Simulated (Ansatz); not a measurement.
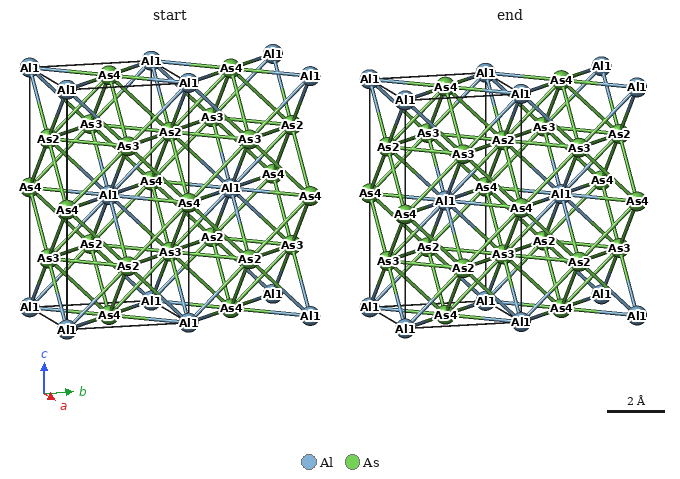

The structure of a crystal of AlAs3 (a generated structure, set up in I4/mmm) (coarse preliminary run) before (left) and after (right) a relaxation, at one scale.

Style: ball-and-stick. Shown: the conventional cell (2 times the calculation's cell), repeated 1 × 2 × 1 with one cell outlined, slightly off an axis. Lengths and directions refer to the drawn axes.

Computed with Ansatz 0.2.0, DFT PBE, scalar-relativistic, plane waves, PAW.

Input
```yaml
crystal:
  lattice:
    - [-2.25370858, 2.25370858, 4.32063139]
    - [2.25370858, -2.25370858, 4.32063139]
    - [2.25370858, 2.25370858, -4.32063139]
  atoms:
    - { symbol: Al, position: [0.0, 0.0, 0.0] }
    - { symbol: As, position: [0.75, 0.25, 0.5] }
    - { symbol: As, position: [0.25, 0.75, 0.5] }
    - { symbol: As, position: [0.5, 0.5, 0.0] }
basis:
  ecutwfc: 420
kpoints:
  mp_grid: { grid: [6, 6, 6] }
hamiltonian:
  xc: pbe
scf:
  occupations: { method: gaussian, width: 0.1 }
  lower_state_search: "off"
output:
  forces: true
  stress: true
  eigenvalues: true
relax:
  adjacent_minimum: "off"
  f_tol: 0.04
  max_steps: 70
  cell: { stress_tol: 0.4 }
```

Run as
```bash
ansatz run input.yaml --threads 1 --pin off --max-ram 2560MiB --backend cpu --events-out ev --progress --plain --runs-dir out
```

Describe what moved and what it gained.

Answer. The atoms keep their places relative to the cell (all moves are under 0.005 Å). Cell: a = b 4.507 → 4.296 Å (−4.7 %), c 8.641 → 8.220 Å (−4.9 %). Volume −13.6 %. Some distances before and after: Al1–As4 3.187 → 3.038 Å, As2–As3 3.187 → 3.038 Å, Al1–As2 3.122 → 2.973 Å, As2–As4 3.122 → 2.973 Å. The space group stays I4/mmm (No. 139). After 1 accepted move (2 points after the start) the energy has fallen by 0.340 eV per cell of the calculation. All forces vanish by symmetry, so only the cell relaxes. The pressure goes from −7.95 to −0.14 GPa. The SCF was repeated once at an unchanged geometry on a basis and grid sized afresh for the cell, which shifted the energy by 1.4 meV per cell of the calculation at most.
